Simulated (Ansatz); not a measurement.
The starting structures come from a database of crystals and need not be the phases stable at ambient conditions.

 Where the default PAW files enter, the runs use the earlier of Ansatz's two default sets.

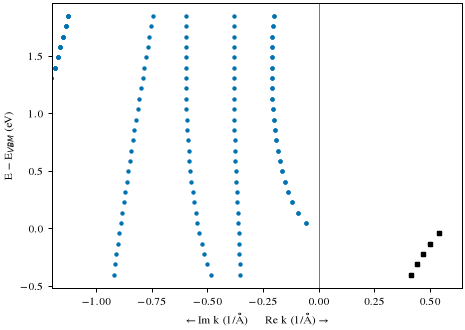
Fig. 1. Complex bands at the centre of the two-dimensional zone; r2SCAN in Ansatz (a program for electronic structure)

The gap is the functional's own. No spin-orbit coupling. Mid-gap values are interpolated on the energy grid.

Q: This is K$_{2}$PdC$_{2}$ (P-3m1, not sure to be the ambient phase, 5 atoms a cell, 23.9 Å³ an atom) along the normal of (001). Read off the slowest decay at the centre of the two-dimensional zone at 0.77 eV, the computed energy nearest the middle of the gap.

A: κ ≈ 0.19 1/Å, a decay length 1/(2κ) of the density of 2.6 Å.
